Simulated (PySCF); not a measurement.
```yaml
atoms:
  - { symbol: C, position_ang: [-1.2925, 0.5383, 0.1936] }
  - { symbol: C, position_ang: [-0.3000, -0.6189, 0.1831] }
  - { symbol: Si, position_ang: [1.4559, -0.0881, -0.3200] }
  - { symbol: H, position_ang: [-2.2858, 0.1988, 0.4849] }
  - { symbol: H, position_ang: [-0.9780, 1.3071, 0.8963] }
  - { symbol: H, position_ang: [-1.3655, 0.9912, -0.7931] }
  - { symbol: H, position_ang: [-0.2773, -1.0765, 1.1745] }
  - { symbol: H, position_ang: [-0.6614, -1.3897, -0.5007] }
  - { symbol: H, position_ang: [1.4253, 0.4855, -1.6676] }
  - { symbol: H, position_ang: [1.9526, 0.9163, 0.6237] }
  - { symbol: H, position_ang: [2.3320, -1.2614, -0.3008] }
```

Geometry: GFN2-xTB.

Theory: PySCF, PBE0/pcSseg-1, SCF density, gas phase, non-relativistic.

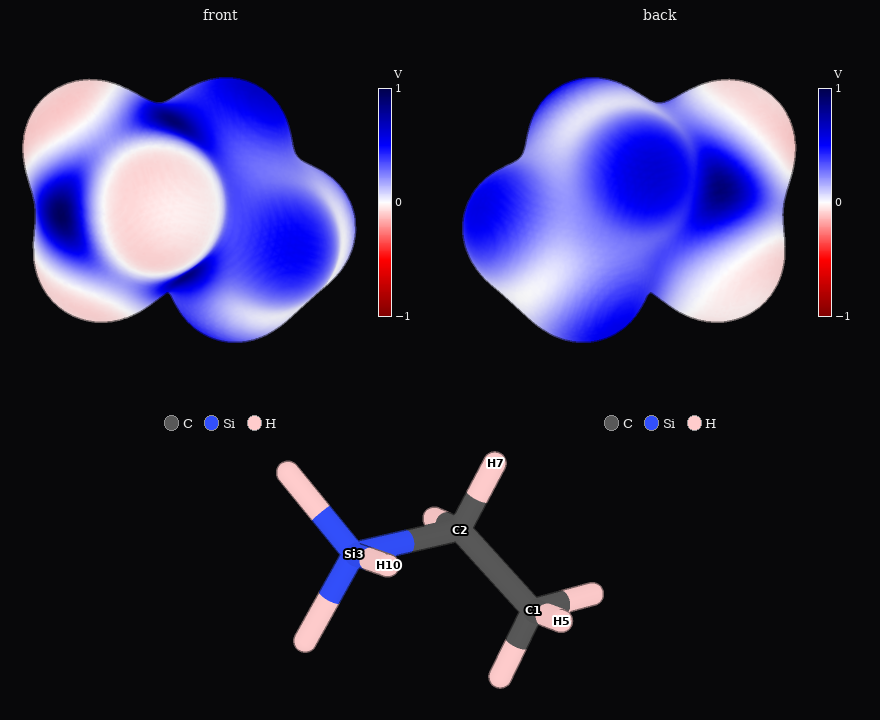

C2H8Si (SMILES CC[SiH3]). The electrostatic potential painted on the density surface at 0.002 e/bohr³, seen from the front and from behind; the colour scale runs from red (negative) to blue (positive). The bare structure is drawn below in the same view.

> Describe the electrostatic potential map.

The most negative region (about −0.1 V) lies over H9, H10 and H11, the most positive (about +0.9 V) over Si3.

> What dipole moment does the calculation give?

Its dipole moment is 0.63 D.
